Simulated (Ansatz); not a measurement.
## Electronic structure of FH₄MoN₃ (SMILES [NH]=[Mo](=[NH])([NH2])[F]) in real space

```xyz
9

N    -0.5214    1.6387   -0.0018
Mo   -0.0202    0.0713   -0.5157
N     1.6874   -0.1318   -0.3926
N    -0.8174   -1.1938    0.7035
F    -0.5568   -0.2067   -2.2869
H    -0.3783    2.5796    0.3380
H     2.6323    0.1668   -0.1947
H    -0.3246   -2.0016    1.0521
H    -1.6126   -0.9689    1.2813
```

Geometry: PBE0-D4/def2-TZVP; core potentials replace the inner electrons of Mo.

Level of theory: isolated molecule in a Gaussian basis; Hartree-Fock (Ansatz 0.2.0).

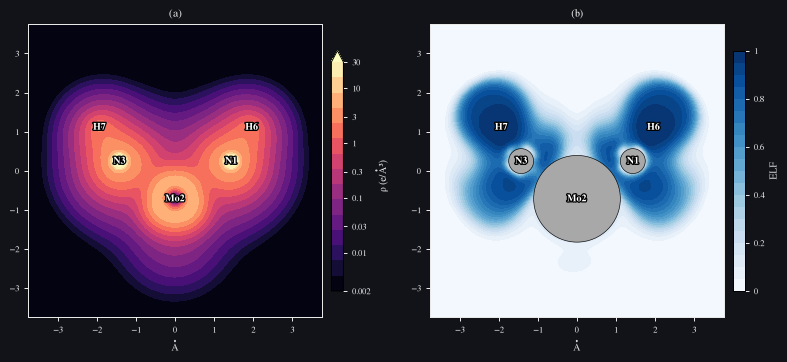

Figure 1. (a) electron density; (b) ELF on the plane of atoms Mo2, N3 and H7. Grey discs cover the atomic cores in the ELF map.

### What do the fields say about this system?

- The plane passes through N, Mo and H nuclei.
- Mo–N (1.72 Å): ρ is about 1.7 e/Å³ halfway; the ELF peaks at about 0.75 in the valence shell of N, 0.6 Å from its nucleus, and is about 0.35 at the midpoint.
- N–H (1.01 Å): ρ is about 2.8 e/Å³ halfway; the ELF climbs to about 1 towards the hydrogen, as it does in any bond to H: an ordinary covalent bond to hydrogen.

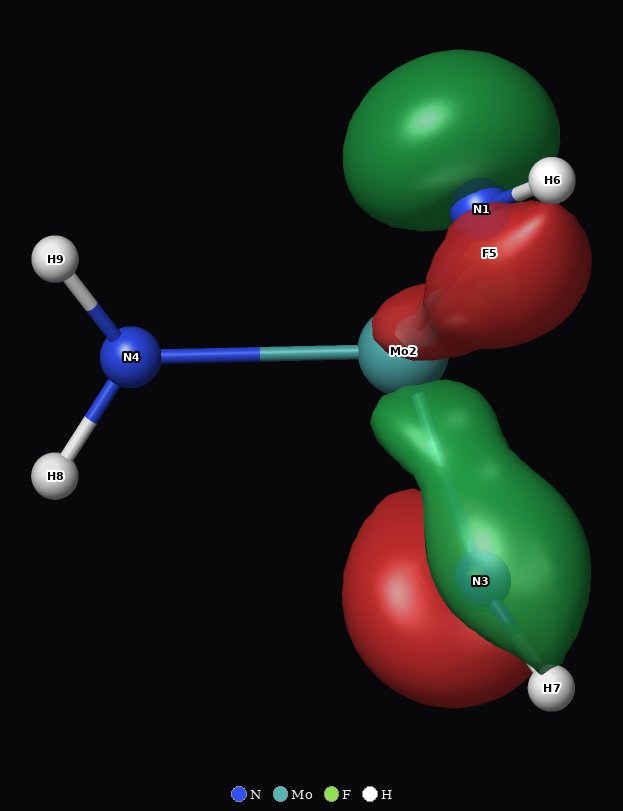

Figure 2. The HOMO−1 at ±0.2 Å⁻³ᐟ² (green and red are the two phases), seen at a tilt.

### Describe this orbital and give its energy.

It lies mainly on N1 (about 35 %), N3 (about 35 %) and Mo2 (about 15 %); largely a combination of lone pairs on N1 and N3. Its energy is −11.32 eV.

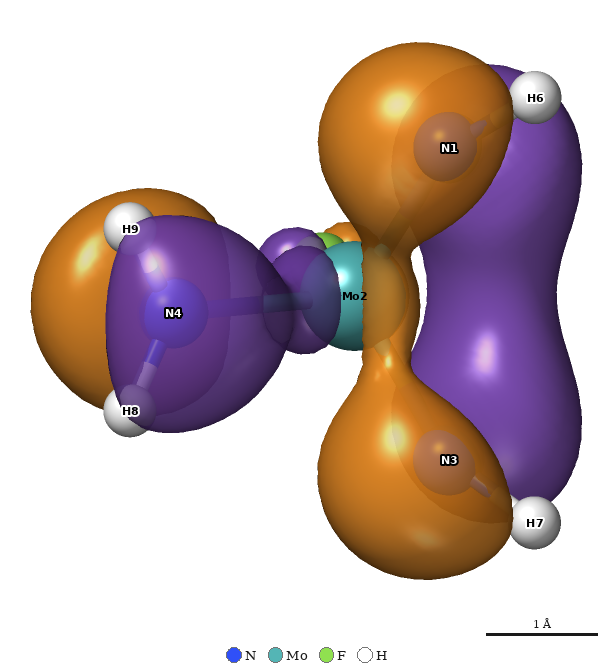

Figure 3. The HOMO at ±0.1 Å⁻³ᐟ² (orange and purple are the two phases), seen at an oblique angle.

### What is the character of this orbital?

By Hirshfeld shares it lies mainly on N4 (about 30 %), N1 (about 20 %), N3 (about 20 %) and Mo2 (about 15 %); largely a combination of lone pairs on N4, N1 and N3. Its energy is −10.74 eV.
